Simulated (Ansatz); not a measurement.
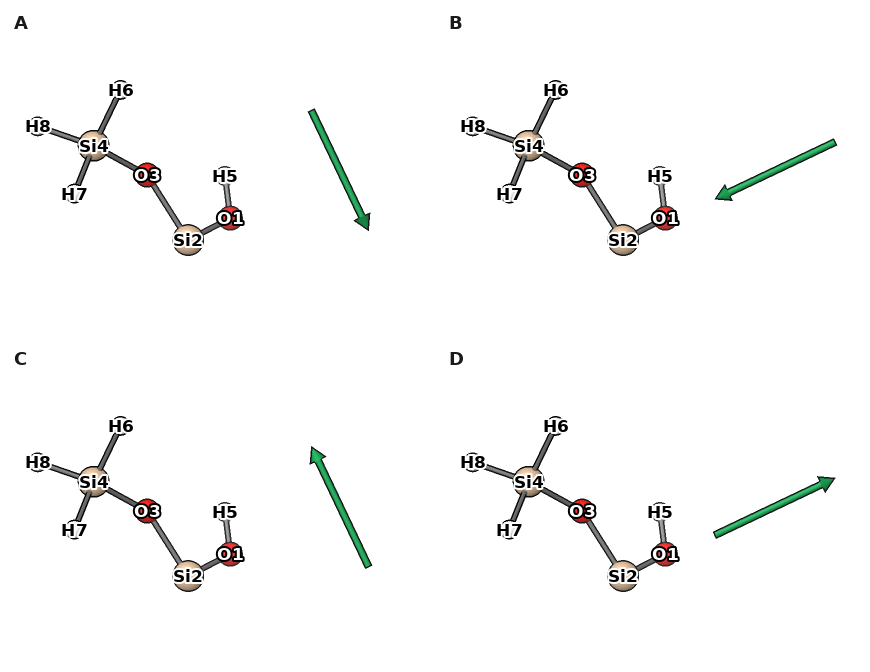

The same molecule four times, each with an arrow. Computed geometry: PBE0-D4/def2-TZVP optimisation. Method: RKS ωB97M-V/def2-TZVPP (Ansatz 0.2.0).

**Which arrow points along the dipole moment, from the negative to the positive end?**

C. The dipole moment is 1.47 D; it points from the side of O1, Si2 to the side of H6, H8 (the outermost atoms at the two ends).
